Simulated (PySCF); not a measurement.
# C2H8OSi2 (SMILES O=C([SiH3])C[SiH3]): what the fields show

```xyz
13

O    -0.0714    1.7634   -1.1307
C    -0.3534    0.6577   -0.7119
Si   -2.0905    0.3213    0.0411
C     0.6258   -0.4632   -0.7350
Si    1.7855   -0.2952    0.7796
H    -1.8985   -0.1836    1.4025
H    -2.7171   -0.7232   -0.7726
H    -2.8545    1.5610    0.0172
H     1.2476   -0.3972   -1.6287
H     0.1189   -1.4264   -0.7162
H     2.7475   -1.3968    0.7056
H     0.9872   -0.4107    2.0017
H     2.4685    0.9933    0.7298
```

Geometry: GFN2-xTB.

Computed with PBE0/pcSseg-1, SCF density, gas phase, non-relativistic (PySCF).

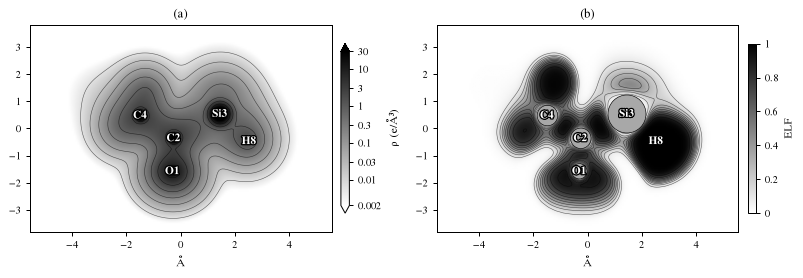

Figure 1. (a) total electron density; (b) electron localisation function on the plane of atoms Si3, C2 and C4. Grey discs cover the atomic cores in the ELF map.

### Read the bonding off the picture.

The section cuts through O, C, Si and H sites. C–O (1.22 Å): the density is about 3.2 e/Å³ at the midpoint; the ELF peaks at about 0.85 between the atoms: a short, multiple covalent bond. C–C (1.49 Å): ρ at the midpoint is about 1.8 e/Å³; the ELF peaks at about 0.95 between the atoms (localised, covalent bonding). C–Si (1.92 Å): ρ is about 0.92 e/Å³ halfway; the ELF peaks at about 1 between the atoms, as expected for a shared electron pair. Si–H (1.46 Å): ρ is about 0.82 e/Å³ halfway; the ELF climbs to about 1 towards the hydrogen, as it does in any bond to H. The ELF also peaks beside O1, away from the bonds: lone-pair regions.

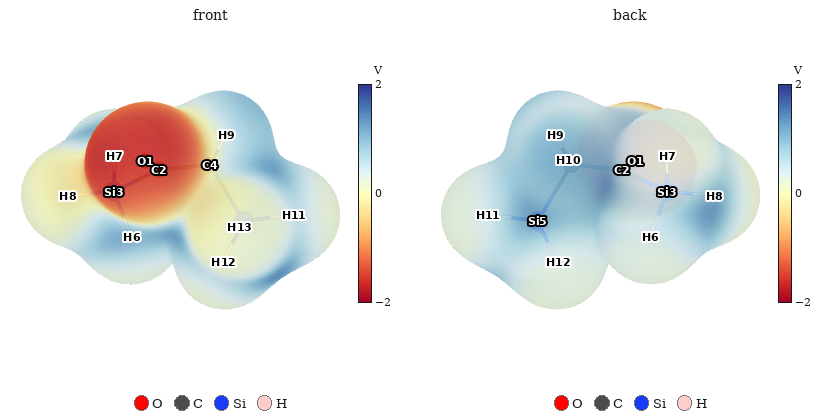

Figure 2. The molecular electrostatic potential painted on the density surface at 0.002 e/bohr³, seen from the front and from behind; red is negative and blue positive.

### Where is the surface potential most negative and most positive?

The most negative region (about −1.7 V) lies over O1, the most positive (about +1.4 V) over Si3 and Si5. O1 is the likeliest acceptor of a hydrogen bond.

### How polar is the molecule by this calculation?

Its dipole moment is 2.48 D.
